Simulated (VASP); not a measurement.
Band structure of Al₃InAs₄ (ordered alloy cell). Method: PBEsol GGA, VASP's PBE PAW potentials (set 64) (plane waves; VASP).

Unless said otherwise, spin-orbit coupling is left out, though it shifts the bands of the heavy elements here.

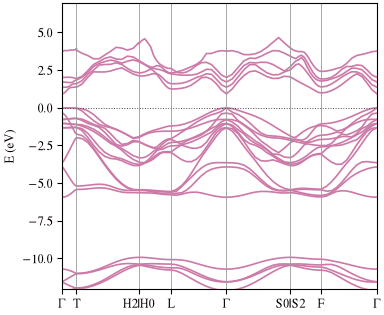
Figure. Bands along high-symmetry lines, zero at the valence-band maximum or, without a gap, the Fermi level

Q: Read the plot: is there a gap, and where are the band edges?

A: The gap is direct, 0.92 eV, from the valence maximum at Γ to the conduction minimum at Γ. (Edges off the drawn lines would not show.)

The structure was generated: Al3InAs4 was put into an ordered model structure (R3m), which need not be its known phase. It was relaxed first.
